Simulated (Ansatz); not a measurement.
## Electronic structure of FH4NO2Zr in real space

```json
{"atom": "Zr", "x (Å)": "-0.1585", "y (Å)": "-0.0703", "z (Å)": "0.1229"}
{"atom": "N", "x (Å)": "-0.0020", "y (Å)": "0.1274", "z (Å)": "2.1333"}
{"atom": "H", "x (Å)": "-0.1100", "y (Å)": "1.0021", "z (Å)": "2.6625"}
{"atom": "H", "x (Å)": "0.2177", "y (Å)": "-0.6292", "z (Å)": "2.7938"}
{"atom": "F", "x (Å)": "1.5690", "y (Å)": "0.1732", "z (Å)": "-0.6718"}
{"atom": "O", "x (Å)": "-1.3009", "y (Å)": "1.3403", "z (Å)": "-0.4890"}
{"atom": "H", "x (Å)": "-1.8980", "y (Å)": "1.9466", "z (Å)": "-0.9498"}
{"atom": "O", "x (Å)": "-0.7161", "y (Å)": "-1.8702", "z (Å)": "-0.2224"}
{"atom": "H", "x (Å)": "-1.0464", "y (Å)": "-2.7163", "z (Å)": "-0.5561"}
```

Core potentials replace the inner electrons of Zr.

Method: RKS LDA/def2-SVP in Ansatz 0.2.0.

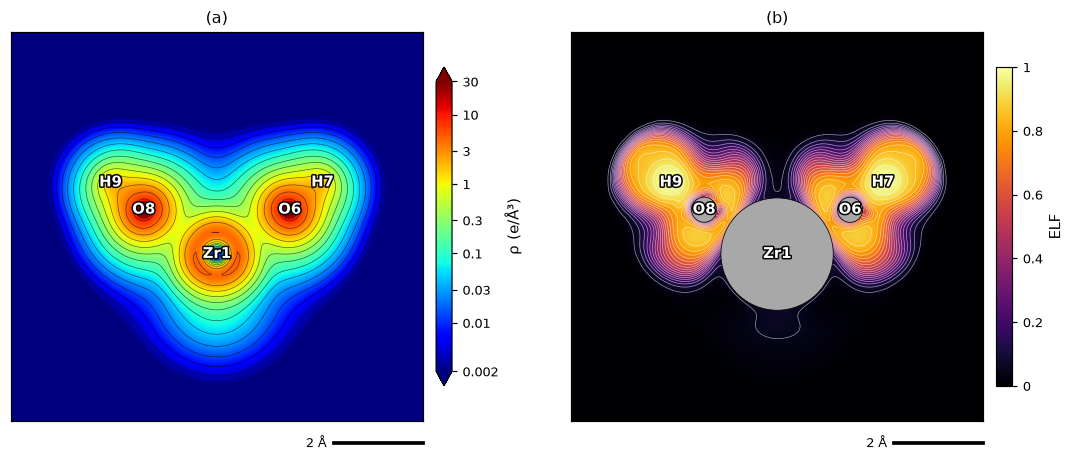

Figure 1. (a) electron density; (b) ELF on the plane of atoms O6, Zr1 and O8. Grey discs cover the atomic cores in the ELF map.

Q: Interpret the plot.

A: The plane passes through Zr, O and H nuclei.
Zr–O (1.92 Å): ρ is about 0.91 e/Å³ halfway; the ELF peaks at about 0.80 in the valence shell of O, 0.5 Å from its nucleus, and drops to about 0.20 between the two atoms.
O–H (0.97 Å): ρ is about 3.6 e/Å³ halfway; the ELF climbs to about 1 towards the hydrogen, as it does in any bond to H: a covalent bond by its length.

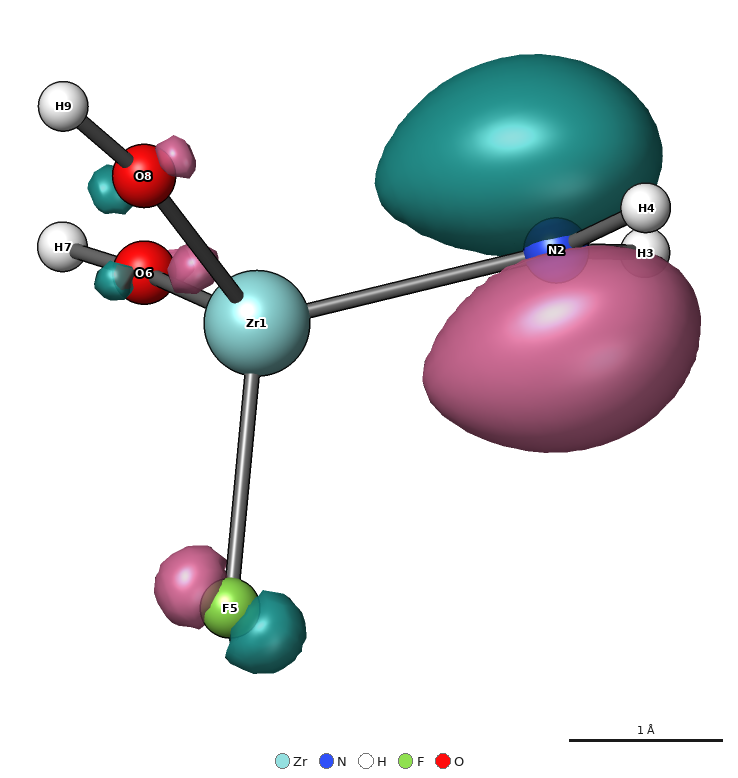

Figure 2. The HOMO at ±0.2 Å⁻³ᐟ² (teal and pink are the two phases), seen from one side.

Q: What is the character of this orbital?

A: By Hirshfeld shares it lies mainly on N2 (about 70 %) and Zr1 (about 15 %); largely a lone pair of N2. Its energy is −5.68 eV.

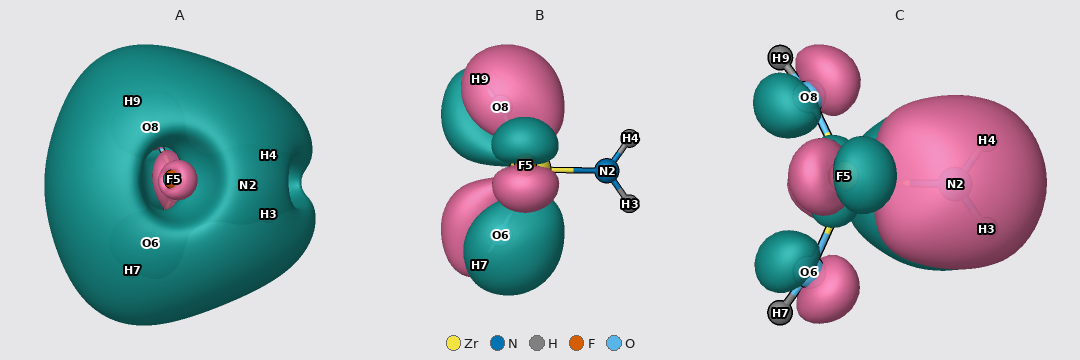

Figure 3. Three frontier orbitals at ±0.04 Å⁻³ᐟ² (teal and pink are the two phases), in no order.

Q: Order the three orbitals by energy and name them.

A: B is the HOMO−1 (−7.42 eV). By Hirshfeld shares it lies mainly on O6 (about 40 %), O8 (about 40 %) and F5 (about 5 %); largely a combination of lone pairs on O6, O8 and F5. C is the HOMO (−5.68 eV). It lies mainly on N2 (about 70 %) and Zr1 (about 15 %); largely a lone pair of N2. A is the LUMO (−0.73 eV). Its weight (Hirshfeld) is mainly on Zr1 (about 60 %), H7 (about 5 %), H9 (about 5 %), O6 (about 5 %) and O8 (about 5 %).

Q: What is the HOMO–LUMO gap?

A: 4.95 eV between the orbital energies.
